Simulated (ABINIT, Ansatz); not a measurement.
## How the form of the self-energy moves the gap of CaC2 (Pnnm)

Wanted: the gap of CaC2 (Pnnm) under several approximations, with cost.

Main program and level: ABINIT 10.8.3; PBEsol and many-body steps on it, plane waves.

### 1. Set-up

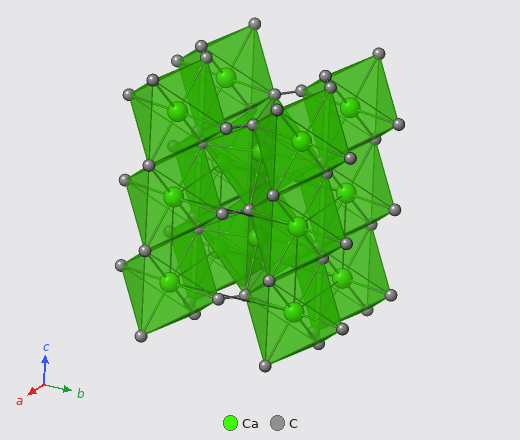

Start, viewed from a free direction; calcium green, carbon grey. 1×1×2 cells are drawn. Some periodic images of atoms are drawn too.

The cell and positions are those that the Materials Project relaxed with its own functionals (PBE, PBE+U or r2SCAN), kept fixed.

### 2. Empty states on the mesh, 4×2×4 mesh, 272 bands

This step: ABINIT 10.8.3; DFT, PBEsol, plane waves, norm-conserving pseudopotentials.

The sums over transitions need many empty states on a uniform mesh; this step solves for them.

The input, run.abi:

```
acell 3*1.0 Angstrom
rprim 
  4.407233000000 0.000000000000 0.000000000000
  0.000000000000 5.904349000000 0.000000000000
  0.000000000000 0.000000000000 3.897343000000
ntypat 2
znucl 20 6
natom 6
typat 1 1 2 2 2 2
xred 
  -0.000000000000 -0.000000000000 0.000000000000
  0.500000000000 0.500000000000 0.500000000000
  0.886657000000 0.564468000000 0.000000000000
  0.613343000000 0.064468000000 0.500000000000
  0.386657000000 0.935532000000 0.500000000000
  0.113343000000 0.435532000000 0.000000000000
pp_dirpath "pseudos"
pseudos "Ca.upf, C.upf"
ecut 37
ngkpt 4 2 4
nshiftk 1
shiftk 0 0 0
kptopt 1
chksymbreak 0
iscf -2
irdden 1
istwfk *1
nband 272
nbdbuf 24
tolwfr 1e-09
nstep 60
prtvol 0
indata_prefix "in"
outdata_prefix "out"
tmpdata_prefix "tmp"
```

Command:

```bash
$ OMP_NUM_THREADS=1 mpirun -n 8 abinit run.abi > log
```

Numbers of over 12 decimals in the logs are rounded to 6 here.

What it wrote:

```text
.Version 10.8.3 of ABINIT. v10.8.2 released Aug 2026.

 Symmetries : space group Pn n m (# 58); Bravais oP (primitive ortho.)
[... echo of the input left out ...]
== DATASET  1 ==================================================================
-   mpi_nproc: 8, omp_nthreads: 1 (-1 if OMP is not activated)

--- !DatasetInfo
iteration_state: {dtset: 1, }
dimensions: {natom: 6, nkpt: 18, mband: 272, nsppol: 1, nspinor: 1, nspden: 1, mpw: 7400, }
cutoff_energies: {ecut:  37.0, pawecutdg:  -1.0, }
[...]
3.58019    3.58985    3.59392    3.60912    3.60961    3.62740    3.63218    3.63567
   3.63677    3.64426    3.65466    3.66890    3.67166    3.69872    3.71318    3.73158
 prteigrs : prtvol=0 or 1, do not print more k-points.

== END DATASET(S) ==============================================================
================================================================================

 -outvars: echo values of variables after computation  --------
            nband         272
             nkpt          18
          spgroup          58
 [... the other variables as echoed above ...]

 Calculation completed.
```

Wall time 8.6 min (8 MPI ranks of Intel Xeon Platinum 8375C at 2.90GHz (Ice Lake), shared host); peak memory 1.3 GiB; 69 min of CPU time.

This step gave:

| Property | Result |
| --- | --- |
| gap | 2.775 eV |
| k of the valence top | 0.5, 0, 0 |
| k of the conduction bottom | 0, 0, 0 |
| least direct gap | 3.126 eV |
| k points computed | 18 |
| lowest point of the top converged band, above the valence top | 90.0678 eV |

On this mesh the gap is 2.775 eV.

The density comes from a self-consistent run that is not shown.

### 3. Screening, 4×2×4 mesh, 111 bands, screening to 141.5 eV

The RPA dielectric matrix is built and inverted for each q.

This step: RPA screening on PBEsol, plane waves, norm-conserving pseudopotentials.

Changes to run.abi since step 2:

```diff
@@ -24,10 +24,11 @@
 chksymbreak 0
-iscf -2
-irdden 1
 istwfk *1
-nband 272
-nbdbuf 24
-tolwfr 1e-09
-nstep 60
-prtvol 0
+occopt 1
+irdwfk 1
+optdriver 3
+nband 111
+ecuteps 5.2
+inclvkb 2
+awtr 1
+symchi 1
 indata_prefix "in"
```

What it wrote:

```text
.Version 10.8.3 of ABINIT. v10.8.2 released Aug 2026.

 Symmetries : space group Pn n m (# 58); Bravais oP (primitive ortho.)
[... echo of the input left out ...]
== DATASET  1 ==================================================================
-   mpi_nproc: 8, omp_nthreads: 1 (-1 if OMP is not activated)

--- !DatasetInfo
iteration_state: {dtset: 1, }
dimensions: {natom: 6, nkpt: 18, mband: 111, nsppol: 1, nspinor: 1, nspden: 1, mpw: 7400, }
cutoff_energies: {ecut:  37.0, pawecutdg:  -1.0, }
electrons: {nelect:   3.60000000E+01, charge:   0.00000000E+00, occopt:   1.00000000E+00, tsmear:   1.00000000E-02, }

 SCREENING: Calculation of the susceptibility and dielectric matrices

 Based on a program developped by R.W. Godby, V. Olevano, G. Onida, and L. Reining.
 Incorporated in ABINIT by V. Olevano, G.-M. Rignanese, and M. Torrent.
.Using double precision arithmetic ; gwpc =  8

[... cell and pseudopotentials left out ...]
--------------------------------------------------------------------------------

 ==== K-mesh for the wavefunctions ====
 Number of points in the irreducible wedge :    18
[... list of points left out ...]
 Together with  8 symmetry operations and time-reversal symmetry
 yields    32 points in the full Brillouin Zone.

 ==== Q-mesh for the screening function ====
 Number of points in the irreducible wedge :    18
[... list of points left out ...]
 Together with  8 symmetry operations and time-reversal symmetry
 yields    32 points in the full Brillouin Zone.

 setmesh: FFT mesh size selected  =    40x   48x   32
          total number of points  =        61440

 vcoul_init : cutoff-mode = AUXILIARY_FUNCTION
 q-points for optical limit:   1
     1)      0.000010    0.000020    0.000030

- screening: taking advantage of time-reversal symmetry
- Maximum band index for partially occupied states nbvw = 18
- Remaining bands to be divided among processors   nbcw = 93
- Number of bands treated by each node ~11

 Number of electrons calculated from density =   36.0000; Expected =   36.0000
 average of density, n =  0.052602
 r_s =    1.6557
 omega_plasma =   22.1236 [eV]

 calculating chi0 at frequencies [eV] :
  1    0.000000E+00    0.000000E+00
  2    0.000000E+00    2.212357E+01

--------------------------------------------------------------------------------
  q-point number  1        q = ( 0.000000, 0.000000, 0.000000) [r.l.u.]
--------------------------------------------------------------------------------
[... chi0 elements left out ...]
 For q-point:  0.000010 0.000020 0.000030
  dielectric constant =   3.4012
  dielectric constant without local fields =   4.0079

  Average fulfillment of the sum rule on Im[epsilon] for q-point    1 :     61.44  [%]
[... wings left out ...]
  q-point number  2        q = ( 0.250000, 0.000000, 0.000000) [r.l.u.]
--------------------------------------------------------------------------------
[... chi0 elements left out ...]
  Average fulfillment of the sum rule on Im[epsilon] for q-point    2 :     72.03  [%]

 [... 16 further q-points ...]
```

Run time: 4.9 min. Hardware: 8 MPI ranks; peak memory 5.4 GiB.

Numbers from this step:

```yaml
eps_infinity_with_local_fields_on_this_mesh_along_the_program_s_q_direction: 3.401
the_same_without_local_fields: 4.008
plasma_frequency: 22.12 eV
plane_waves_in_the_screening_matrix: 397
```

Local fields lower ε∞ by 15 %. On a Γ-centred mesh this coarse the value itself is usually too large, while a short band sum pulls it down.

### 4. G0W0, Godby-Needs plasmon pole

The self-energy is evaluated for the states that the input lists, and the levels follow from it, in one-shot runs by the linearised quasiparticle equation.

This step: G0W0 on PBEsol, plane waves, norm-conserving pseudopotentials.

Changes to run.abi since step 3:

```diff
@@ -27,8 +27,17 @@
 irdwfk 1
-optdriver 3
+optdriver 4
 nband 111
+gwcalctyp 0
+ecutsigx 37
+symsigma 1
+nkptgw 2
+kptgw 
+  0.5000000000 0.0000000000 0.0000000000
+  0.0000000000 0.0000000000 0.0000000000
+bdgw 
+  17 20
+  17 20
 ecuteps 5.2
-inclvkb 2
-awtr 1
-symchi 1
+irdscr 1
+ppmodel 1
 indata_prefix "in"
```

What it wrote:

```text
.Version 10.8.3 of ABINIT. v10.8.2 released Aug 2026.

 Symmetries : space group Pn n m (# 58); Bravais oP (primitive ortho.)
[... echo of the input left out ...]
== DATASET  1 ==================================================================
-   mpi_nproc: 8, omp_nthreads: 1 (-1 if OMP is not activated)

--- !DatasetInfo
iteration_state: {dtset: 1, }
dimensions: {natom: 6, nkpt: 18, mband: 111, nsppol: 1, nspinor: 1, nspden: 1, mpw: 7400, }
cutoff_energies: {ecut:  37.0, pawecutdg:  -1.0, }
electrons: {nelect:   3.60000000E+01, charge:   0.00000000E+00, occopt:   1.00000000E+00, tsmear:   1.00000000E-02, }

 SIGMA: Calculation of the GW corrections

 Based on a program developped by R.W. Godby, V. Olevano, G. Onida, and L. Reining.
 Incorporated in ABINIT by V. Olevano, G.-M. Rignanese, and M. Torrent.
.Using double precision arithmetic ; gwpc =  8

[... cell and pseudopotentials left out ...]
--------------------------------------------------------------------------------

 ==== K-mesh for the wavefunctions ====
 Number of points in the irreducible wedge :    18
[... list of points left out ...]
 Together with  8 symmetry operations and time-reversal symmetry
 yields    32 points in the full Brillouin Zone.

 ==== Q-mesh for screening function ====
 Number of points in the irreducible wedge :    18
[... list of points left out ...]
 Together with  8 symmetry operations and time-reversal symmetry
 yields    32 points in the full Brillouin Zone.

 vcoul_init : cutoff-mode = AUXILIARY_FUNCTION
 q-points for optical limit:   1
     1)      0.000010    0.000020    0.000030
 setmesh: FFT mesh size selected  =    54x   72x   48
          total number of points  =       186624

 Number of electrons calculated from density =   36.0000; Expected =   36.0000
 average of density, n =  0.052602
 r_s =    1.6557
 omega_plasma =   22.1236 [eV]

 === KS Band Gaps ===
  >>>> For spin  1
   Minimum direct gap =   3.1257 [eV], located at k-point      :   0.0000  0.0000  0.0000
   Fundamental gap    =   2.7751 [eV], Top of valence bands at :   0.5000  0.0000  0.0000
                                       Bottom of conduction at :   0.0000  0.0000  0.0000
 SIGMA fundamental parameters:
 PLASMON POLE MODEL  1
 number of plane-waves for SigmaX                 7325
 number of plane-waves for SigmaC and W            397
 number of plane-waves for wavefunctions          7325
 number of bands                                   111
 number of independent spin polarizations            1
 number of spinorial components                      1
 number of k-points in IBZ                          18
 number of q-points in IBZ                          18
 number of symmetry operations                       8
 number of k-points in BZ                           32
 number of q-points in BZ                           32
 number of frequencies for dSigma/dE                 9
 frequency step for dSigma/dE [eV]                0.25
 number of omega for Sigma on real axis              0
 max omega for Sigma on real axis  [eV]           0.00
 zcut for avoiding poles [eV]                     0.10

 EPSILON^-1 parameters (SCR file):
 dimension of the eps^-1 matrix on file            397
 dimension of the eps^-1 matrix used               397
 number of plane-waves for wavefunctions          7325
 number of bands                                   111
 number of q-points in IBZ                          18
 number of frequencies                               2
 number of real frequencies                          1
 number of imag frequencies                          1

 matrix elements of self-energy operator (all in [eV])

 Perturbative Calculation

--- !SelfEnergy_ee
iteration_state: {dtset: 1, }
kpoint     : [   0.500,    0.000,    0.000, ]
spin       : 1
KS_gap     :    5.062
QP_gap     :    7.556
Delta_QP_KS:    2.494
data: !SigmaeeData |
     Band     E0 <VxcDFT>   SigX SigC(E0)      Z dSigC/dE  Sig(E)    E-E0       E
       17   2.203 -14.421 -18.132   2.920   0.778  -0.286 -15.036  -0.614   1.588
       18   2.203 -14.421 -18.132   2.920   0.778  -0.286 -15.036  -0.614   1.588
       19   7.265 -13.407  -7.571  -3.491   0.801  -0.248 -11.527   1.880   9.144
       20   7.265 -13.407  -7.571  -3.491   0.801  -0.248 -11.527   1.880   9.144

--- !SelfEnergy_ee
iteration_state: {dtset: 1, }
kpoint     : [   0.000,    0.000,    0.000, ]
spin       : 1
KS_gap     :    3.126
QP_gap     :    5.275
Delta_QP_KS:    2.149
data: !SigmaeeData |
     Band     E0 <VxcDFT>   SigX SigC(E0)      Z dSigC/dE  Sig(E)    E-E0       E
       17   1.602 -13.724 -16.646   1.986   0.785  -0.275 -14.458  -0.734   0.869
       18   1.852 -13.866 -16.668   1.906   0.784  -0.275 -14.569  -0.703   1.149
       19   4.978 -11.209  -6.434  -3.008   0.818  -0.222  -9.763   1.446   6.424
       20   5.606 -12.814  -7.405  -3.122   0.812  -0.231 -10.956   1.857   7.463

== END DATASET(S) ==============================================================
================================================================================

 -outvars: echo values of variables after computation  --------
           etotal      0.0000000000E+00
            nband         111
             nkpt          18
          spgroup          58
 [... the other variables as echoed above ...]

 Calculation completed.
```

Wall time 33 s (8 MPI ranks); peak memory 4.3 GiB.

This step gave:

```yaml
g0w0_gap_on_the_points_computed: 4.836 eV
starting_gap_on_the_mesh: 2.775 eV
k_of_the_valence_top: 0.5, 0, 0
k_of_the_conduction_bottom: 0, 0, 0
z_at_the_valence_top: 0.778
z_at_the_conduction_bottom: 0.818
least_direct_g0w0_gap_on_the_computed_points: 5.275 eV
```

The gap on the mesh goes from 2.78 eV to 4.84 eV, a correction of +2.06 eV.

### 5. G0W0, Engel-Farid plasmon pole

Changes to run.abi since step 4:

```diff
@@ -41,3 +41,3 @@
 irdscr 1
-ppmodel 1
+ppmodel 4
 indata_prefix "in"
```

What it wrote:

```text
.Version 10.8.3 of ABINIT. v10.8.2 released Aug 2026.

 Symmetries : space group Pn n m (# 58); Bravais oP (primitive ortho.)
[... echo of the input left out ...]
== DATASET  1 ==================================================================
-   mpi_nproc: 8, omp_nthreads: 1 (-1 if OMP is not activated)

--- !DatasetInfo
iteration_state: {dtset: 1, }
dimensions: {natom: 6, nkpt: 18, mband: 111, nsppol: 1, nspinor: 1, nspden: 1, mpw: 7400, }
cutoff_energies: {ecut:  37.0, pawecutdg:  -1.0, }
electrons: {nelect:   3.60000000E+01, charge:   0.00000000E+00, occopt:   1.00000000E+00, tsmear:   1.00000000E-02, }

 SIGMA: Calculation of the GW corrections

 Based on a program developped by R.W. Godby, V. Olevano, G. Onida, and L. Reining.
 Incorporated in ABINIT by V. Olevano, G.-M. Rignanese, and M. Torrent.
.Using double precision arithmetic ; gwpc =  8

[... cell and pseudopotentials left out ...]
--------------------------------------------------------------------------------

 ==== K-mesh for the wavefunctions ====
 Number of points in the irreducible wedge :    18
[... list of points left out ...]
 Together with  8 symmetry operations and time-reversal symmetry
 yields    32 points in the full Brillouin Zone.

 ==== Q-mesh for screening function ====
 Number of points in the irreducible wedge :    18
[... list of points left out ...]
 Together with  8 symmetry operations and time-reversal symmetry
 yields    32 points in the full Brillouin Zone.

 vcoul_init : cutoff-mode = AUXILIARY_FUNCTION
 q-points for optical limit:   1
     1)      0.000010    0.000020    0.000030
 setmesh: FFT mesh size selected  =    54x   72x   48
          total number of points  =       186624

 Number of electrons calculated from density =   36.0000; Expected =   36.0000
[...]
number of omega for Sigma on real axis              0
 max omega for Sigma on real axis  [eV]           0.00
 zcut for avoiding poles [eV]                     0.10

 EPSILON^-1 parameters (SCR file):
 dimension of the eps^-1 matrix on file            397
 dimension of the eps^-1 matrix used               397
 number of plane-waves for wavefunctions          7325
 number of bands                                   111
 number of q-points in IBZ                          18
 number of frequencies                               2
 number of real frequencies                          1
 number of imag frequencies                          1

 matrix elements of self-energy operator (all in [eV])

 Perturbative Calculation

--- !SelfEnergy_ee
iteration_state: {dtset: 1, }
kpoint     : [   0.500,    0.000,    0.000, ]
spin       : 1
KS_gap     :    5.062
QP_gap     :    7.690
Delta_QP_KS:    2.628
data: !SigmaeeData |
     Band     E0 <VxcDFT>   SigX SigC(E0)      Z dSigC/dE  Sig(E)    E-E0       E
       17   2.203 -14.421 -18.132   2.762   0.797  -0.254 -15.178  -0.756   1.446
       18   2.203 -14.421 -18.132   2.762   0.797  -0.254 -15.178  -0.756   1.446
       19   7.265 -13.407  -7.571  -3.539   0.815  -0.227 -11.536   1.871   9.136
[...]
--- !SelfEnergy_ee
iteration_state: {dtset: 1, }
kpoint     : [   0.000,    0.000,    0.000, ]
spin       : 1
KS_gap     :    3.126
QP_gap     :    5.388
Delta_QP_KS:    2.262
data: !SigmaeeData |
     Band     E0 <VxcDFT>   SigX SigC(E0)      Z dSigC/dE  Sig(E)    E-E0       E
[...]
19   4.978 -11.209  -6.434  -3.110   0.833  -0.200  -9.822   1.387   6.365
       20   5.606 -12.814  -7.405  -3.184   0.826  -0.211 -10.976   1.838   7.444

== END DATASET(S) ==============================================================
================================================================================

 -outvars: echo values of variables after computation  --------
           etotal      0.0000000000E+00
            nband         111
             nkpt          18
          spgroup          58
 [... the other variables as echoed above ...]

 Calculation completed.
```

Wall time 40 s (8 MPI ranks); peak memory 3.7 GiB.

Numbers from this step:

```yaml
g0w0_gap_on_the_points_computed: 4.919 eV
starting_gap_on_the_mesh: 2.775 eV
k_of_the_valence_top: 0.5, 0, 0
k_of_the_conduction_bottom: 0, 0, 0
z_at_the_valence_top: 0.797
z_at_the_conduction_bottom: 0.833
least_direct_g0w0_gap_on_the_computed_points: 5.388 eV
```

Against G0W0 in ABINIT (4×2×4 mesh, 111 bands, screening to 141.5 eV, Godby-Needs plasmon pole), the gap moves by +0.083 eV.

### 6. G0W0, von der Linden-Horsch plasmon pole

Changes to run.abi since step 5:

```diff
@@ -41,3 +41,3 @@
 irdscr 1
-ppmodel 4
+ppmodel 3
 indata_prefix "in"
```

What it wrote:

```text
.Version 10.8.3 of ABINIT. v10.8.2 released Aug 2026.

 Symmetries : space group Pn n m (# 58); Bravais oP (primitive ortho.)
[... echo of the input left out ...]
== DATASET  1 ==================================================================
-   mpi_nproc: 8, omp_nthreads: 1 (-1 if OMP is not activated)

--- !DatasetInfo
iteration_state: {dtset: 1, }
dimensions: {natom: 6, nkpt: 18, mband: 111, nsppol: 1, nspinor: 1, nspden: 1, mpw: 7400, }
cutoff_energies: {ecut:  37.0, pawecutdg:  -1.0, }
[...]
Band     E0 <VxcDFT>   SigX SigC(E0)      Z dSigC/dE  Sig(E)    E-E0       E
[...]
19   4.978 -11.209  -6.434  -3.325   0.880  -0.137  -9.934   1.275   6.253
       20   5.606 -12.814  -7.405  -3.376   0.874  -0.144 -11.037   1.776   7.382

== END DATASET(S) ==============================================================
================================================================================

 -outvars: echo values of variables after computation  --------
           etotal      0.0000000000E+00
            nband         111
             nkpt          18
          spgroup          58
 [... the other variables as echoed above ...]

 Calculation completed.
```

It took 55 s on 8 MPI ranks; peak memory 3.6 GiB; 6.7 min of CPU time.

Numbers from this step:

| Item | Value |
| --- | --- |
| G0W0 gap on the points computed | 4.977 eV |
| starting gap on the mesh | 2.775 eV |
| k of the valence top | 0.5, 0, 0 |
| k of the conduction bottom | 0, 0, 0 |
| least direct G0W0 gap on the computed points | 5.453 eV |

Against G0W0 in ABINIT (4×2×4 mesh, 111 bands, screening to 141.5 eV, Godby-Needs plasmon pole), the gap moves by +0.141 eV.

[end of part 1 of 2]

[Paths, hosts, dates, memory and timing lines, banners, echoed tables and standing remarks are left out of the program output.]

[Logs are printed without paths, hosts, clocks, repeated set-up lines and the standing remarks that a program may print on its own settings, such as how far it seeks lower states.]

[Runs of the session that timed out or met a known fault of the program may be left out.]

[Hosts, paths, dates, database ids (printed as entryN), source tags and the programs' standing remarks are cut or masked in the printed files.]

[G0W0 gaps are taken among the corrected bands and points alone; a level outside them can change the order at an edge.]

[Where Ansatz stands beside ABINIT at settings called matched, ABINIT's density can come from a denser mesh and the files from another edition; pairs whose starting gaps differed by over 0.03 eV were left out, so agreement reads better than it is.]
